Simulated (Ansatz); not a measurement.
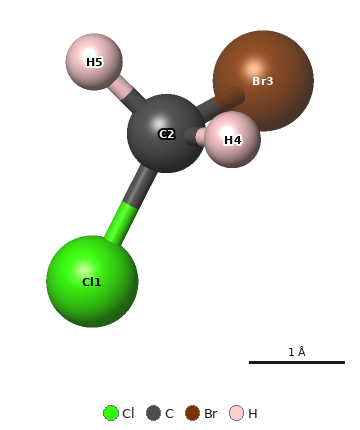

**Figure 1.** The structure (ball-and-stick view, seen at a tilt; atoms are numbered from 1 in the order of the input). Bond lengths as drawn: Br–C 1.93 Å, C–Cl 1.76 Å and C–H 1.08 Å.

Run report: CH2BrCl, single-point calculation

System: CH2BrCl, SMILES ClCBr.
Method: RKS r2SCAN-D4/def2-TZVPP (Ansatz 0.2.0).

The geometry comes from this level: PBE0-D4/def2-TZVP. Figures and captions count atoms from 1; the log counts them from 0 in places.

Output
```
Functional definition: r2SCAN
  name "r2SCAN"
  cite "Furness, Kaplan, Ning, Perdew & Sun, J. Phys. Chem. Lett. 11, 8208 (2020) doi:10.1021/acs.jpclett.0c02405"
  cite "Furness, Kaplan, Ning, Perdew & Sun, J. Phys. Chem. Lett. 11, 9248 (2020) doi:10.1021/acs.jpclett.0c03077"
  parent r2scan
  parameter k0 = 0.174
  parameter k1 = 0.065
  parameter a1 = 4.9479
  exchange = r2scan_x(k0 = k0, k1 = k1, a1 = a1)
  correlation = r2scan_c
968 factors; their error is unknown
mean field evaluation 1: about -83634.0009 eV, gradient 3.9e1 eV
mean field evaluation 2: about -83627.0707 eV, gradient 6.3e1 eV
mean field evaluation 4: about -83637.4339 eV, gradient 1.5e0 eV
mean field evaluation 8: about -83637.4384 eV, gradient 2.1e-2 eV
mean field evaluation 16: about -83637.3975 eV, gradient 1.1e-4 eV
mean field -83637.39748550 eV, -3073.6176661280 hartree, gradient 2.2e-5 eV, S^2 0.000000; 0 other end points of the search recorded, 0 dependent functions left out
the calculation of the forces begins
reference -83637.39749378 eV, -3073.6176664322 hartree; 30, 30 occupied and 119, 119 virtual orbitals, 968 factors
Total energy: -83637.41910257 eV, -3073.6184605406 hartree
Atom 0 at    -1.605331     0.143731     0.509972 Å, force    -0.230324     0.021023     0.078964 eV/Å
Atom 1 at     0.010478     0.034482    -0.166866 Å, force     0.040300     0.078634    -0.278345 eV/Å
Atom 2 at     1.322324    -0.616431     1.090421 Å, force     0.195615    -0.089851     0.164309 eV/Å
Atom 3 at     0.327996     1.024732    -0.475350 Å, force    -0.005108    -0.016584     0.013901 eV/Å
Atom 4 at    -0.005568    -0.660315    -0.999677 Å, force    -0.000484     0.006778     0.021171 eV/Å
Dipole moment:     0.053164     0.088510    -0.318270 e Å
```

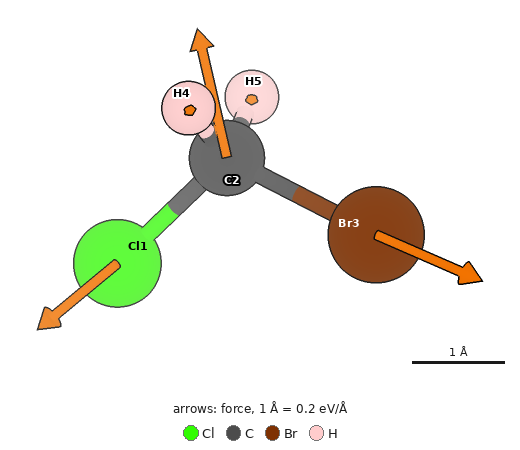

**Figure 2.** Forces on the atoms as orange arrows (ball-and-stick view, seen at a tilt; atoms are numbered from 1 in the order of the input). The largest act on C2 (0.29 eV/Å); Br3 (0.27 eV/Å); Cl1 (0.24 eV/Å). The geometry is not a stationary point of this energy.

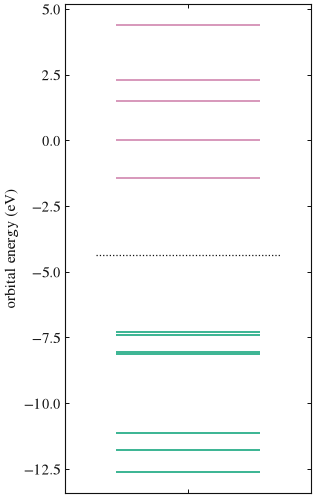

**Figure 3.** Orbital energies near the frontier; the dotted line parts filled from empty levels, and levels within 0.02 eV of each other stand side by side. Highest filled −7.30 eV, lowest empty −1.45 eV, 5.85 eV apart.

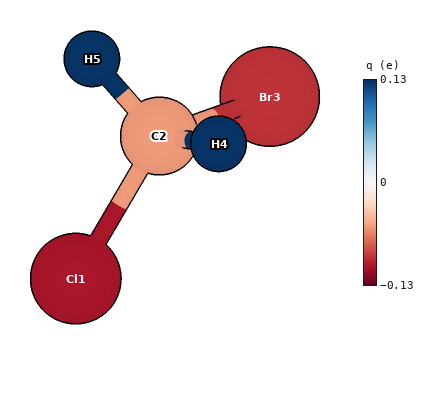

**Figure 4.** Mulliken charges, as the colour of each atom (ball-and-stick view, seen at a tilt; atoms are numbered from 1 in the order of the input). By element: Cl −0.11, C −0.06, Br −0.09 and H +0.13 e.

This output came from the following input.

Input
```yaml
crystal:
  periodic: [false, false, false]
  atoms:
    - {symbol: Cl, position_ang: [-1.605331, 0.143731, 0.509972]}
    - {symbol: C, position_ang: [0.010478, 0.034482, -0.166866]}
    - {symbol: Br, position_ang: [1.322324, -0.616431, 1.090421]}
    - {symbol: H, position_ang: [0.327996, 1.024732, -0.475350]}
    - {symbol: H, position_ang: [-0.005568, -0.660315, -0.999677]}
basis:
  gaussian: {orbitals: def2-TZVPP}
hamiltonian: {xc: r2scan, dispersion: d4}
output: {forces: true, orbitals: {seedname: orbitals}}
```

Launch command:
```bash
ansatz run in.yaml --threads 4 --pin off --events-out ev --progress --plain --max-ram 10444MiB
```

Key numbers

| quantity | value |
| --- | --- |
| outcome | converged |
| total energy | −83637.4191 eV |
| mean-field energy | −83637.3975 eV |
| dispersion energy | −0.0216 eV |
| SCF solution under orbital rotations | stable |
| HOMO | −7.30 eV |
| LUMO | −1.45 eV |
| largest force (length of the vector) | 0.292 eV/Å |
| dipole moment | 1.61 D |
| hardware | 4 threads of Arm Neoverse V2, 23 GiB of memory available, shared host |
| wall time | 1.9 s (CPU time 6.6 s) |
| peak memory | 0.19 GiB |
